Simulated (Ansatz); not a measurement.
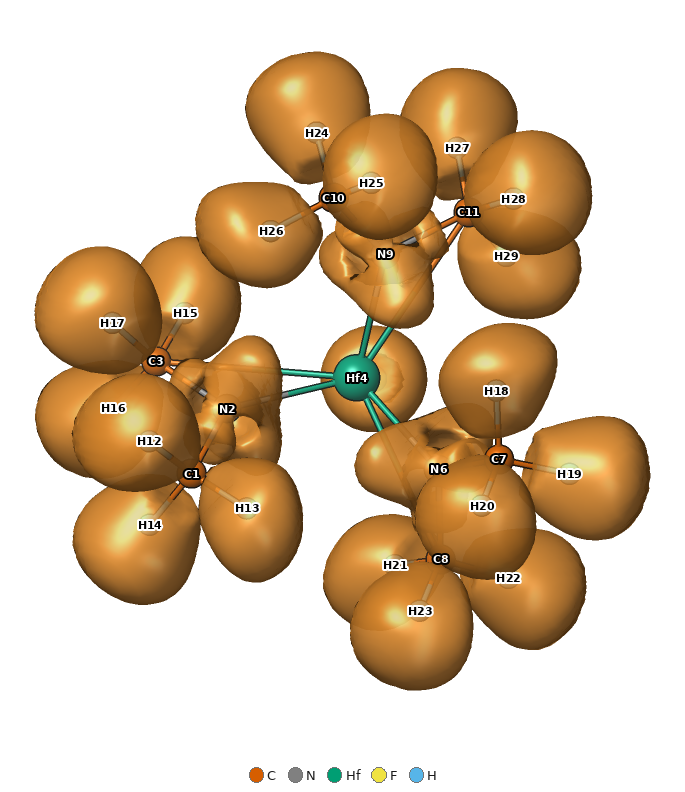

C6H18FHfN3. Isosurface of the ELF at 0.75 (orange), seen across its widest extent. Only the valence region is drawn (cores and ρ < 0.01 e/Å³ removed).

Geometry: PBE0-D4/def2-TZVP; core potentials replace the inner electrons of Hf.

Computed with RKS PBE0-D4/def2-TZVPP in Ansatz.

```xyz
29

C     0.3282    1.0105    2.5935
N     0.2339    1.4360    1.2211
C     0.7291    2.7795    1.0254
Hf   -0.5354    0.4908   -0.4119
F    -1.7834    1.6332   -1.3722
N    -1.4385   -1.2160    0.2389
C    -1.0485   -2.5950    0.0977
C    -2.7086   -1.0686    0.9122
N     1.0308   -0.0596   -1.5935
C     2.4503    0.0038   -1.3604
C     0.7104   -0.5521   -2.9138
H     1.3706    1.0075    2.9461
H    -0.0655   -0.0017    2.7085
H    -0.2374    1.6728    3.2664
H     0.6327    3.0891   -0.0233
H     0.1776    3.5150    1.6291
H     1.7936    2.8653    1.2894
H    -0.0930   -2.6712   -0.4257
H    -1.7930   -3.1741   -0.4695
H    -0.9357   -3.0863    1.0759
H    -2.9942   -0.0119    0.9937
H    -3.5216   -1.5804    0.3768
H    -2.6787   -1.4733    1.9348
H     2.9552    0.6560   -2.0892
H     2.9184   -0.9891   -1.4384
H     2.6573    0.3923   -0.3610
H     1.1394    0.0793   -3.7055
H     1.0810   -1.5763   -3.0693
H    -0.3750   -0.5758   -3.0759
```

### What do the ELF domains correspond to?

The surface consists of 18 regions around hydrogen nuclei, three regions on N in which the atom's valence shell and bonds are merged and one region wrapped around F (its valence shell). Along the contacts the grid gives the following. C–N (1.44 Å): the ELF peaks at about 0.90 between the atoms; a shared electron pair. Hf–F (1.95 Å): the ELF peaks at about 0.85 in the valence shell of F, 0.5 Å from its nucleus, and drops to about 0.20 between the two atoms.
